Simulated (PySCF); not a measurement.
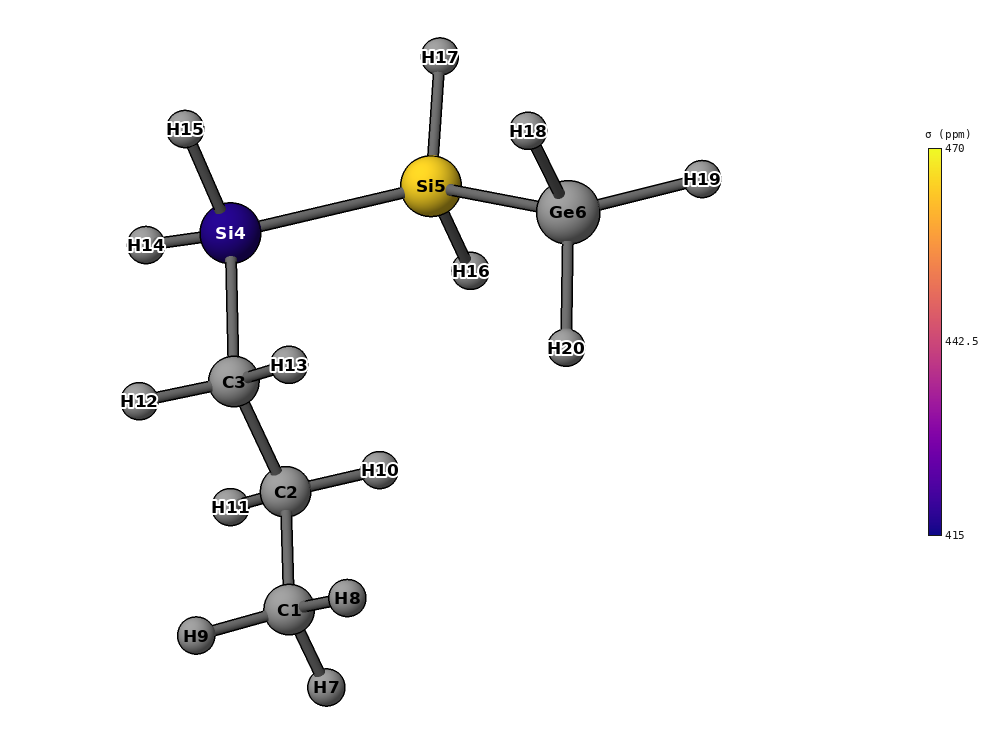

Atoms are coloured by their isotropic NMR shieldings (Si only, the others grey). The geometry was computed by an optimisation with PBE0-D3(BJ)/def2-SVP. No frequency run is at hand to confirm it as a minimum. Level of theory: GIAO ωB97X-D/pcSseg-1 NMR shielding, non-relativistic, gas phase (PySCF 2.14.0).

Give the isotropic NMR shieldings of the Si atoms atom by atom.

```csv
atom,σ (ppm)
Si4,417.3
Si5,465.1
```
